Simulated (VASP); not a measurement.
# BaZrO3: structure and properties in VASP, part 6 of 6

Aim: relax BaZrO3, then compute properties on the relaxed cell. The start is a cell from a database of measured crystal structures.

VASP 6.6.1, plane waves and PAW; the level of theory is named at each step.

So far. Step 14 (Volume scan with LDA, volume scale 1.06): The pressure falls from -6.30 to -8.96 GPa. The parabola predicted -8.88 GPa, +0.08 GPa off. Step 16 (Fit for LDA): The fitted volume lies +0.08 % from the relaxed one. The relaxed cell has a = 4.159 Å (conventional setting).

### Step 17. Bands along the symmetry lines (LDA + SOC)

This step: LDA, spin-orbit coupling; plane waves and PAW (Ba_sv, Zr_sv, O) (VASP 6.6.1).

The mesh alone shows little of the dispersion and can miss band extrema, so KPOINTS_OPT adds a path through the symmetry points after the self-consistent cycle. Spin-orbit coupling needs spinors and the noncollinear program, where each band holds one electron.

INCAR

```
SYSTEM = BaZrO3
PREC = Accurate
ENCUT = 520
EDIFF = 1E-06
NELM = 100
ISMEAR = -1
SIGMA = 0.05
LREAL = .FALSE.
ALGO = Normal
GGA = CA
LNONCOLLINEAR = .TRUE.
MAGMOM = 0 0 0 0 0 0 0 0 0 0 0 0 0 0 0
NBANDS = 52
GGA_COMPAT = .FALSE.
LASPH = .TRUE.
LSORBIT = .TRUE.
LMAXMIX = 4
LORBIT = 11
LWAVE = .FALSE.
LCHARG = .FALSE.
KPAR = 2
```

POSCAR

```
BaZrO3
1.0
    4.1594782607      0.0000000000      0.0000000000
    0.0000000000      4.1594782607      0.0000000000
    0.0000000000      0.0000000000      4.1594782607
Ba Zr O
1 1 3
Direct
    0.0000000000      0.0000000000      0.0000000000
    0.5000000000      0.5000000000      0.5000000000
    0.5000000000      0.5000000000      0.0000000000
    0.5000000000      0.0000000000      0.5000000000
    0.0000000000      0.5000000000      0.5000000000
```

KPOINTS

```
Automatic mesh
0
Gamma
4 4 4
0 0 0
```

KPOINTS_OPT

```
Line mode
16
Line-mode
Reciprocal
  0.00000000   0.00000000   0.00000000 GAMMA
  0.00000000   0.50000000   0.00000000 X

  0.00000000   0.50000000   0.00000000 X
  0.50000000   0.50000000   0.00000000 M

  0.50000000   0.50000000   0.00000000 M
  0.00000000   0.00000000   0.00000000 GAMMA

  0.00000000   0.00000000   0.00000000 GAMMA
  0.50000000   0.50000000   0.50000000 R

  0.50000000   0.50000000   0.50000000 R
  0.00000000   0.50000000   0.00000000 X

  0.50000000   0.50000000   0.00000000 M
  0.50000000   0.50000000   0.50000000 R
```

Potentials, in the order of the species: Ba_sv, Zr_sv and O (LDA family, release 64).

The run is started by

```
mpirun -np 2 vasp_ncl
```

The program printed:

```text
[... set-up lines as in an earlier step ...]
 entering main loop
       N       E                     dE             d eps       ncg     rms          rms(c)
DAV:   1     0.328342970726E+03    0.32834E+03   -0.21628E+04  1040   0.152E+03
DAV:   2    -0.258801602824E+02   -0.35422E+03   -0.33836E+03  1260   0.385E+02
DAV:   3    -0.518554885953E+02   -0.25975E+02   -0.25825E+02  1436   0.996E+01
DAV:   4    -0.532858255490E+02   -0.14303E+01   -0.14285E+01  1512   0.184E+01
DAV:   5    -0.533455928869E+02   -0.59767E-01   -0.59757E-01  1376   0.276E+00    0.322E+01
DAV:   6    -0.461800084979E+02    0.71656E+01   -0.37480E+01  1232   0.410E+01    0.146E+01
DAV:   7    -0.460686376028E+02    0.11137E+00   -0.32456E+00  1440   0.105E+01    0.865E+00
DAV:   8    -0.460061993067E+02    0.62438E-01   -0.34327E-01  1224   0.415E+00    0.680E-01
DAV:   9    -0.460023556029E+02    0.38437E-02   -0.51549E-02  1344   0.130E+00    0.495E-01
DAV:  10    -0.460021919082E+02    0.16369E-03   -0.99070E-03  1264   0.820E-01    0.256E-01
DAV:  11    -0.460021535288E+02    0.38379E-04   -0.81412E-04  1324   0.205E-01    0.664E-02
DAV:  12    -0.460021144665E+02    0.39062E-04   -0.21085E-04  1312   0.115E-01    0.212E-02
DAV:  13    -0.460021147047E+02   -0.23823E-06   -0.58172E-05  1232   0.488E-02    0.208E-02
DAV:  14    -0.460021118967E+02    0.28080E-05   -0.12437E-05  1180   0.239E-02    0.155E-03
DAV:  15    -0.460021119631E+02   -0.66445E-07   -0.80152E-07   824   0.530E-03
   1 F= -.46002112E+02 E0= -.46002112E+02  d E =-.112802E-09  mag=    -0.0000     0.0000     0.0000
 Start KPOINTS_OPT (optional k-point list driver)
k-point batch [1-10\96]
       N       E                     dE             ncg
DAV:   1     0.290466154411E+03   -0.10083E+04     1040
DAV:   2    -0.293170996456E+04   -0.32222E+04     1192
DAV:   3    -0.322056299803E+04   -0.28885E+03     1504
DAV:   4    -0.323906709940E+04   -0.18504E+02     1504
DAV:   5    -0.323983855559E+04   -0.77146E+00     1448
DAV:   6    -0.323984889126E+04   -0.10336E-01     1456
DAV:   7    -0.323984920901E+04   -0.31774E-03     1468
DAV:   8    -0.323984921481E+04   -0.58078E-05     1264
DAV:   9    -0.323984921499E+04   -0.17919E-06      828
[...]
k-point batch [91-96\96]
       N       E                     dE             ncg
DAV:   1     0.548914672152E+04   -0.84354E+04      624
DAV:   2     0.340699653041E+04   -0.20822E+04      764
DAV:   3     0.323975063150E+04   -0.16725E+03      924
DAV:   4     0.323117272392E+04   -0.85779E+01      888
DAV:   5     0.323077106841E+04   -0.40166E+00      836
DAV:   6     0.323076638707E+04   -0.46813E-02      872
DAV:   7     0.323076627556E+04   -0.11152E-03      860
DAV:   8     0.323076627311E+04   -0.24508E-05      736
DAV:   9     0.323076627307E+04   -0.35193E-07      480
```

Run time: 3.7 min. Hardware: 2 MPI ranks of AMD EPYC 7R43, shared host; peak memory 0.61 GiB; 7.4 min of CPU time.

From OUTCAR (step 17):

```text
   k-points           NKPTS =     10   k-points in BZ     NKDIM =     10   number of bands    NBANDS=     52

   NELECT =      40.0000    total number of electrons

 E-fermi :   4.7132

 k-point     1 :       0.0000    0.0000    0.0000
  band No.  band energies     occupation
    ...
     36       3.3602      1.00000
     37       3.4984      1.00000
     38       3.4984      1.00000
     39       3.4984      1.00000
     40       3.4984      1.00000
     41       6.7222      0.00000
     42       6.7222      0.00000
     43       6.7222      0.00000
     44       6.7222      0.00000
     45       6.7999      0.00000
    ...

  Total       -0.0000135     -0.0000135     -0.0000135      0.0000000      0.0000000      0.0000000
  in kB       -0.0003007     -0.0003007     -0.0003007      0.0000000      0.0000000      0.0000000
  external PRESSURE =      -0.0003007 kB  Pullay stress =       0.0000000 kB

  FREE ENERGIE OF THE ION-ELECTRON SYSTEM (eV)
  ---------------------------------------------------
  free  energy   TOTEN  =       -46.0021119631 eV

  energy  without entropy=      -46.0021119630  energy(sigma->0) =      -46.00211196

 Spin-Orbit-Coupling matrix elements
 Ion:    1  E_soc:     -0.4032274
 Ion:    2  E_soc:     -0.1390311
 Ion:    3  E_soc:     -0.0003313
 Ion:    4  E_soc:     -0.0003313
 Ion:    5  E_soc:     -0.0003313

 magnetization (x)
# of ion       s       p       d       tot
------------------------------------------
    1       -0.000  -0.000  -0.000  -0.000
    2        0.000   0.000   0.000   0.000
    3        0.000   0.000   0.000   0.000
    4        0.000   0.000   0.000   0.000
    5       -0.000   0.000   0.000   0.000
--------------------------------------------------
tot         -0.000   0.000   0.000   0.000

 magnetization (y)
# of ion       s       p       d       tot
------------------------------------------
    1        0.000   0.000  -0.000  -0.000
    2       -0.000  -0.000  -0.000  -0.000
    3        0.000  -0.000   0.000  -0.000
    4       -0.000   0.000   0.000  -0.000
    5        0.000  -0.000   0.000  -0.000
--------------------------------------------------
tot          0.000  -0.000  -0.000  -0.000

 magnetization (z)
# of ion       s       p       d       tot
------------------------------------------
    1       -0.000   0.000  -0.000  -0.000
    2        0.000  -0.000  -0.000  -0.000
    3        0.000   0.000   0.000   0.000
    4       -0.000  -0.000   0.000  -0.000
    5       -0.000  -0.000   0.000  -0.000
--------------------------------------------------
tot          0.000  -0.000  -0.000  -0.000

[... 7 parts as in an earlier step ...]

[... 10 further parts left out ...]
```

LASPH is switched on together with spin-orbit coupling, so the change from the scalar run holds both.

This step gave:

```yaml
scf_cycles: 15
bands: 52
free_energy_toten: -46.00 eV
fermi_energy: 4.713 eV
pressure: -3.01e-5 GPa
least_gap_on_mesh_and_path: 3.075 eV
least_direct_gap_on_mesh_and_path: 3.224 eV
valence_top_at_k: 0.5, 0.5, 0.5
```

On-site spin-orbit energy by atom:

| atom | on-site spin-orbit energy (eV) |
| --- | --- |
| Ba1 | -0.403 |
| Zr2 | -0.139 |
| O3 | 0.000 |
| O4 | 0.000 |
| O5 | 0.000 |

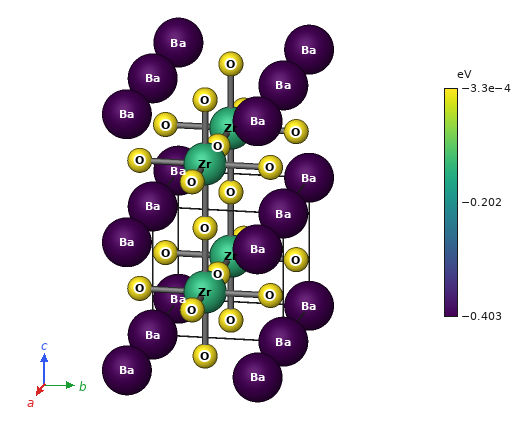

Atoms coloured by on-site spin-orbit energy. 2×1×2 cells are drawn. Some periodic images of atoms are drawn too.

Electronic bands along the path, in eV, zero at the valence-band top; v1 is the highest filled band, c1 the lowest empty one:

| point | v4 | v3 | v2 | v1 | c1 | c2 | c3 | c4 |
| --- | --- | --- | --- | --- | --- | --- | --- | --- |
| Γ | -0.15 | -0.15 | -0.15 | -0.15 | 3.08 | 3.08 | 3.08 | 3.08 |
| X | -0.47 | -0.47 | -0.36 | -0.36 | 3.58 | 3.58 | 5.76 | 5.76 |
| M | -0.73 | -0.73 | -0.09 | -0.09 | 5.73 | 5.73 | 5.78 | 5.78 |
| Γ | -0.15 | -0.15 | -0.15 | -0.15 | 3.08 | 3.08 | 3.08 | 3.08 |
| R | 0.00 | 0.00 | 0.00 | 0.00 | 5.97 | 5.97 | 5.97 | 5.97 |
| X | -0.47 | -0.47 | -0.36 | -0.36 | 3.58 | 3.58 | 5.76 | 5.76 |
| jump to M | -0.73 | -0.73 | -0.09 | -0.09 | 5.73 | 5.73 | 5.78 | 5.78 |
| R | 0.00 | 0.00 | 0.00 | 0.00 | 5.97 | 5.97 | 5.97 | 5.97 |

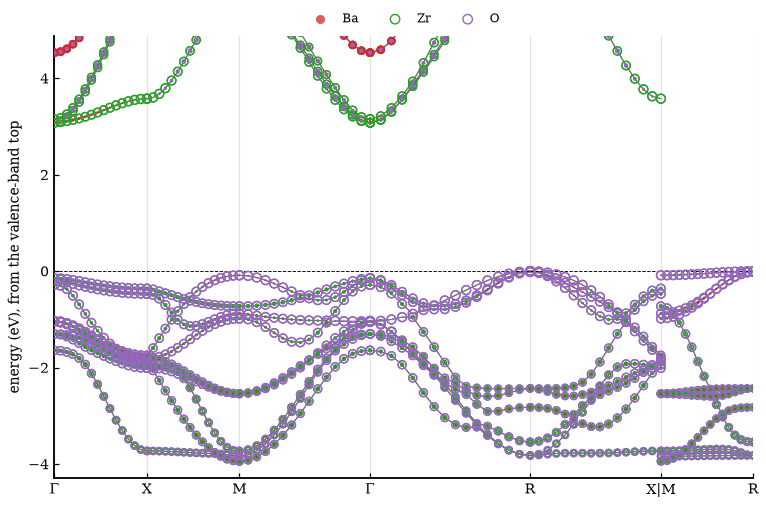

Electronic bands along the path; dots are coloured as in the legend, and their area grows with the weight.

The gap moves by -0.04 eV against LDA, which ran on another mesh.

### Step 18. Outcome

```
relaxed volume                                               : 14.39 Å³/atom
relaxed conventional cell a, b, c                            : 4.159, 4.159, 4.159 Å
space group after relaxing, within 0.02 Å                    : Pm-3m (No. 221)
band gap                                                     : 3.11 eV, indirect (least direct gap of that run 3.30 eV)
gap among the points of the DOS mesh alone, an upper bound   : 3.17 eV
static dielectric constant from modes and Born charges, mean : 58.0
electronic dielectric constant, mean                         : 4.96
highest zone-centre mode                                     : 522 cm⁻¹
bulk modulus from the fit                                    : 174 GPa
volume from the fit                                          : 14.4 Å³/atom
band gap (LDA + SOC)                                         : 3.07 eV, indirect (least direct gap of that run 3.22 eV)
```

With LDA, BaZrO3 relaxes to 14.39 Å³/atom in space group Pm-3m (held by the symmetry of the run), has an indirect gap of 3.11 eV and has a bulk modulus of 174 GPa. Against the listed cell the volume lies -2.3 %. Vibrations at Γ (LDA): Mean Born effective charge: Ba1 2.74, Zr2 6.14, O3 -2.96 e. Vibrations at Γ (LDA): The strongest infrared line lies at 522 cm⁻¹, followed by 193 and 104. Vibrations at Γ (LDA): The highest mode in this list at Γ, 522.2 cm⁻¹, is mostly motion of O (97 % of the kinetic energy). Bands along the symmetry lines (LDA + SOC): The path shows an indirect gap of 3.08 eV (valence top at R, conduction bottom at Γ). The least direct gap is 3.22 eV. LASPH was switched on together with spin-orbit coupling, so shifts put down to the coupling hold both changes. Semilocal functionals usually underestimate gaps. Modes at Γ alone can't show that the crystal is stable at other wave vectors, and the LO-TO splitting is not included. No search among competing phases was made, and a listed structure need not be the one stable at ambient conditions. All values are for a static lattice at zero temperature.

[Lines on the potential files, build, host, timing and source positions are cut from VASP's logs without a mark.]

[Logs are printed without paths, hosts, clocks, repeated set-up lines and the standing remarks that a program may print on its own settings, such as how far it seeks lower states.]

[Hosts, paths, dates, database ids (printed as entryN), source tags and the programs' standing remarks are cut or masked in the printed files.]

[A measured line is paired with the nearest computed mode of its activity, which favours agreement.]
